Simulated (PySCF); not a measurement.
Ge(OH)(SeH)3, H4GeOSe3, SMILES [OH][Ge]([SeH])([SeH])[SeH] at its B3LYP/def2-SVP optimised geometry (Å):

```
9

O      0.9411     0.5721     1.6119
Ge     0.2521     0.2228     0.0000
Se     0.7821    -1.9862    -0.7241
Se    -2.1344     0.2228     0.0000
Se     1.2498     1.9862    -1.2294
H      0.4848     0.0876     2.3153
H      2.1821    -1.8415    -0.2762
H     -2.1821     1.6983     0.0000
H      0.7614     1.4390    -2.5107
```

Calculation: B3LYP/def2-TZVP (PySCF). Cells within 0.4 Å of a nucleus heavier than hydrogen are left out (blank, or x).

Map of the Laplacian of the electron density (e/bohr⁵) on the plane z = 1.5 Å:

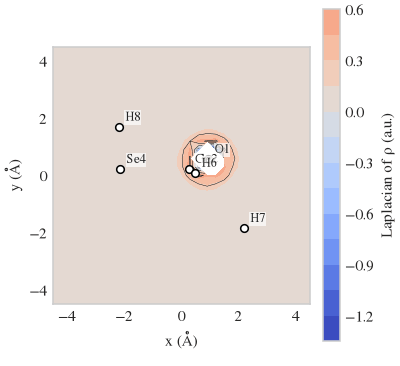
Figure. Laplacian of the electron density (e/bohr⁵) on the plane z = 1.5 Å.
